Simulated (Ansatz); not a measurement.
| atom | x (Å) | y (Å) | z (Å) |
| --- | --- | --- | --- |
| Ga | -4.8091 | -0.6134 | -1.4043 |
| O | -3.2023 | -0.5845 | -0.4843 |
| Se | -0.5076 | -1.1426 | -2.3772 |
| Si | -1.5978 | -0.8956 | -0.3491 |
| H | -0.9345 | 0.2023 | 0.3995 |
| H | -0.5608 | 0.3012 | -2.7086 |
| H | -1.3417 | -2.2039 | 0.3089 |

Geometry: B3LYP/6-31G*.

All numbers below come from isolated molecule in a Gaussian basis; Kohn-Sham density functional theory, functional PBE0 in Ansatz 0.2.0.

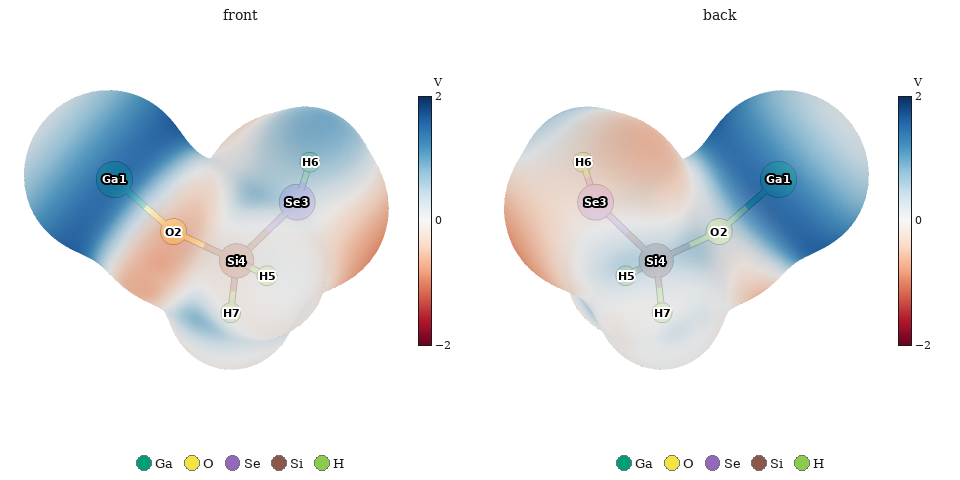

GaH3OSeSi. The molecular electrostatic potential painted on the density surface at 0.002 e/bohr³, seen from the front and from behind; red is negative and blue positive.

Question: Which sites attract a positive test charge, and which a negative one?

Answer: A positive charge is drawn to the negative regions and a negative charge to the positive ones. The most negative region (about −0.9 V, or −21 kcal/mol for a unit charge) lies over O2 and Se3, the most positive (about +1.6 V, or +37 kcal/mol for a unit charge) over Ga1.

Question: How polar is the molecule by this calculation?

Answer: Its dipole moment is 2.28 D.
